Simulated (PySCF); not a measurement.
# CH8O3Si3: what the fields show

Input

```
{"job": {"kind": "nmr", "xc": "PBE0", "basis": "pcSseg-1", "pop": false}, "charge": 0, "multiplicity": 1}
C      2.055700     0.913800    -0.491600
Si     0.609900     0.297400     0.518200
O     -0.583700     1.302600     0.067900
Si    -2.127900     1.055000    -0.507200
O     -2.322600    -0.557000    -0.366200
Si    -1.344400    -1.837000    -0.187700
O     -0.009800    -1.207400     0.620500
H      2.995500     0.640400     0.098000
H      2.146400     2.035700    -0.454900
H      1.954700     0.582200    -1.521600
H      0.772000     0.640300     1.936500
H     -3.047800     1.512000     0.617100
H     -2.017100     1.413400    -1.858300
H     -1.993300    -2.715100     0.667400
H     -0.729300    -2.357000    -1.427800
```

Command:

```sh
OMP_NUM_THREADS=1 python probes_run.py task.json out
```

Geometry: GFN2-xTB, MD frame at 250 fs, 600 K.

Level of theory: PySCF 2.14.0, PBE0/pcSseg-1, SCF density, gas phase, non-relativistic.

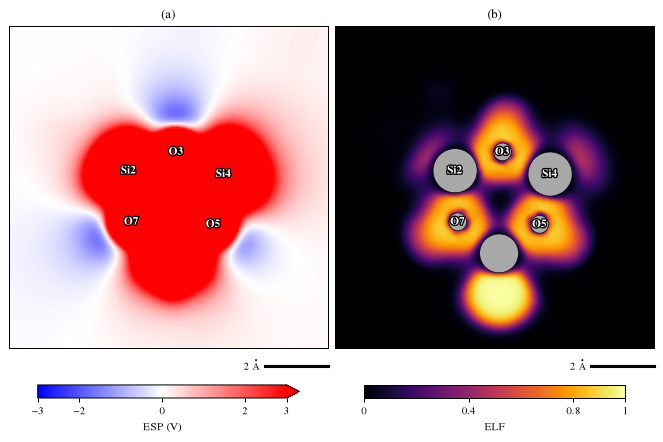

Figure 1. (a) electrostatic potential; (b) electron localisation function on the plane of atoms O3, Si4 and O5. Grey discs cover the atomic cores in the ELF map.

Describe what can be read from this map.

- Atoms in the plane: Si and O.
- Si–O (1.62 Å): the ELF peaks at about 0.85 between the atoms, as expected for a polar covalent bond.
- Si–O (1.67 Å): the ELF peaks at about 0.85 between the atoms: a polar covalent bond.
- The ELF also peaks beside O5, O7 and O3, away from the bonds: lone-pair regions.
- Outside the dense part of the molecule the potential is most negative (−1.7 V) near O3.

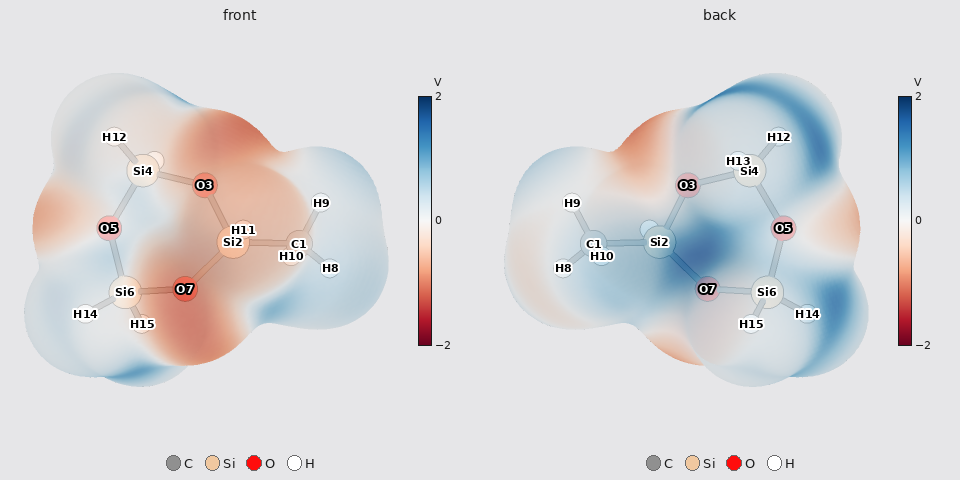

Figure 2. The molecular electrostatic potential painted on the density surface at 0.001 e/bohr³, seen from the front and from behind; the colour scale runs from red (negative) to blue (positive).

Where is the surface potential most negative and most positive?

The most negative region (about −1.1 V, or −25 kcal/mol for a unit charge) lies over O3 and O7, the most positive (about +1.5 V, or +35 kcal/mol for a unit charge) over Si2, Si4 and Si6.

What dipole moment does the calculation give?

Its dipole moment is 2.03 D.
